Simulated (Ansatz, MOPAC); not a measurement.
H3In (SMILES [InH3]) and NH3 (SMILES N) are pulled apart as rigid monomers along the line of their centres of mass, from the B3LYP-D3(BJ)/def2-TZVP minimum. Starting geometry (charge 0, multiplicity 1):
```xyz
8

In     0.64108     0.57158     0.73562
H      1.70574    -0.78813     0.51287
H     -0.75054     0.73073    -0.29877
H      1.23789     1.98049     1.56671
N     -0.55829    -0.35339     2.63477
H     -1.26797     0.29335     2.96136
H      0.07593    -0.54128     3.40358
H     -1.01520    -1.22292     2.38227
```

Interaction energies with rigid monomers; basis-set methods are counterpoise corrected unless marked otherwise.

Correlated levels freeze the cores. Filled d and f shells under p-block atoms count as core. The state reached by PM6 isn't checked.

Codes used: Ansatz (Gaussian orbitals); MOPAC for PM6 (differences of heats of formation). Each number belongs to the level named beside it. In def2 rows elements past Kr take small-core potentials, without spin–orbit coupling.

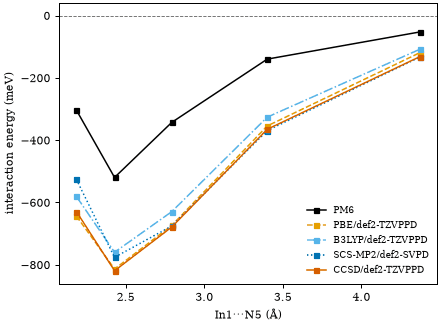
Figure. Interaction energy against separation

Question: Which level binds most strongly at In1···N5 = 2.43, and by how much?

Answer: CCSD/def2-TZVPPD, -819 meV.

Ansatz is a quantum-chemistry and plane-wave program.
